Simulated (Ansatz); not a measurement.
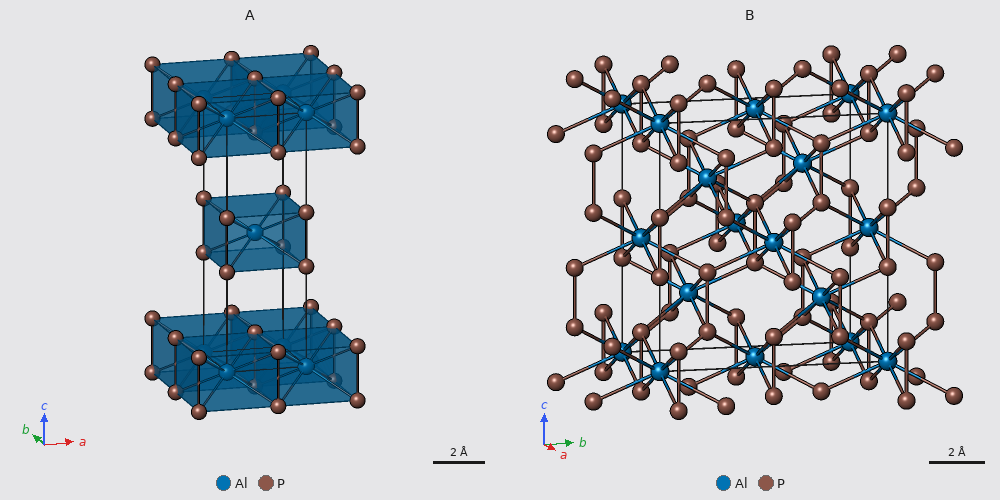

Two structures of AlP$_{2}$, each relaxed to rest (conventional cells in solid outline, small ones repeated, not to one scale). Method: DFT PBE, scalar-relativistic, plane waves, PAW in Ansatz, without spin polarisation.

Name structures A and B.

Answer. A: 6 atoms a cell on a body-centred tetragonal lattice, I4/mmm. B: 24 atoms a cell on a face-centred orthorhombic lattice, Fddd.

Which structure is more stable?

Answer. A is lower, by 75 meV/atom at this level of theory (energies at zero smearing). Volumes: A 19.0, B 16.4 Å³/atom.

One or both may be structure types tried for this composition rather than known phases.
